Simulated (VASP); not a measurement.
Band structure of InSb (zinc blende). Method: revTPSS meta-GGA, VASP's PBE PAW potentials (set 64) (plane waves; VASP).

Unless said otherwise, spin-orbit coupling is left out, though it shifts the bands of the heavy elements here.

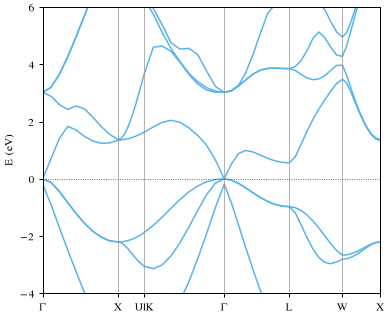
Bands along high-symmetry lines, zero at the valence-band maximum or, without a gap, the Fermi level

Task: Read the plot: is there a gap, and where are the band edges?

Result: It has no gap at this level: it comes out as a metal or semimetal.

The compound is InSb in the zinc blende structure. It was relaxed first.
